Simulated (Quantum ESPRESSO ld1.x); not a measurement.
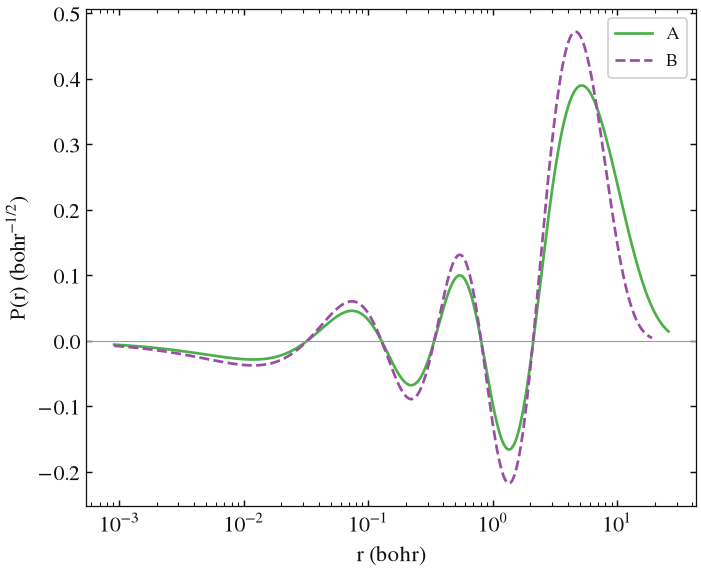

Two charge states of caesium were computed: Cs in [Xe] 6s1 (high spin); Cs⁻ in [Xe] 6s2. Theory: scalar-relativistic Kohn-Sham, LDA (Slater exchange, Perdew-Wang correlation), spin-polarised, spherical densities, point nucleus, Perdew-Zunger self-interaction correction (computed with Quantum ESPRESSO ld1.x 7.5).

The plot shows P(r) = r R(r) of the 6s up orbital in both runs (large components where relativistic).

Q: Which curve belongs to which run?

Answer: A is Cs⁻ in [Xe] 6s2 (⟨r⟩ = 7.21 bohr, eigenvalue −0.520 eV); B is Cs in [Xe] 6s1 (high spin) (⟨r⟩ = 5.53 bohr, eigenvalue −3.85 eV). Fewer electrons screen less, so the orbital shrinks.
